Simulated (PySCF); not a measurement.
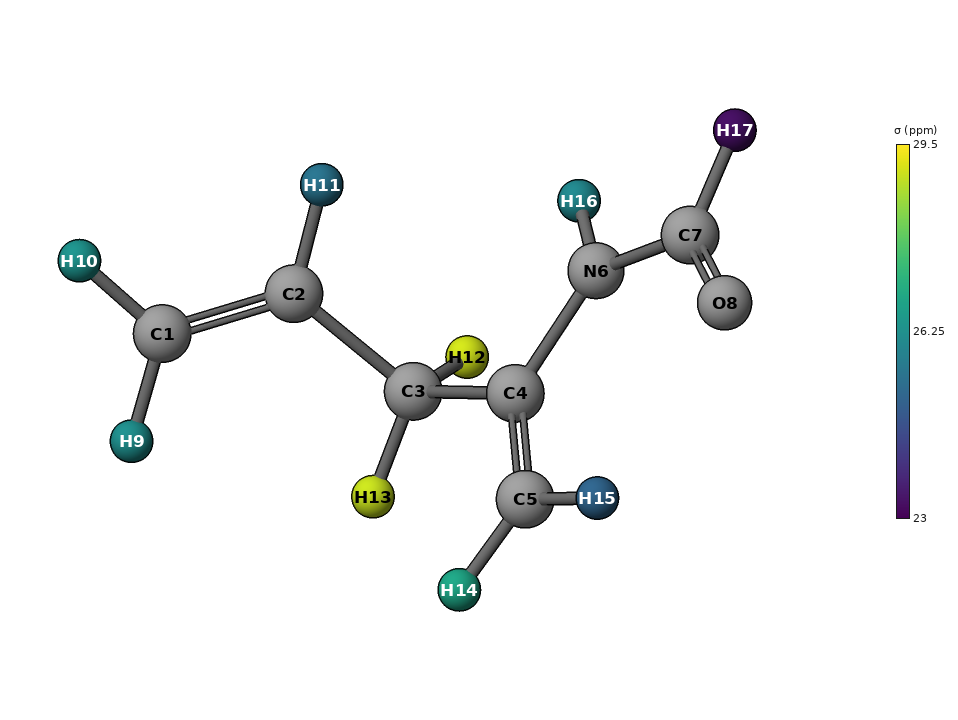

Atoms are coloured by their isotropic NMR shieldings (H only, the others grey). Geometry: an end point of a reaction path computed with GFN2-xTB. Level of theory: GIAO PBE0/pcSseg-1 NMR shielding, non-relativistic, gas phase (PySCF 2.14.0).

List the isotropic NMR shieldings of the H atoms.

```json
{"atom": "H9", "σ (ppm)": "26.22"}
{"atom": "H10", "σ (ppm)": "26.32"}
{"atom": "H11", "σ (ppm)": "25.51"}
{"atom": "H12", "σ (ppm)": "29.02"}
{"atom": "H13", "σ (ppm)": "28.94"}
{"atom": "H14", "σ (ppm)": "26.83"}
{"atom": "H15", "σ (ppm)": "25.13"}
{"atom": "H16", "σ (ppm)": "26.04"}
{"atom": "H17", "σ (ppm)": "23.29"}
```
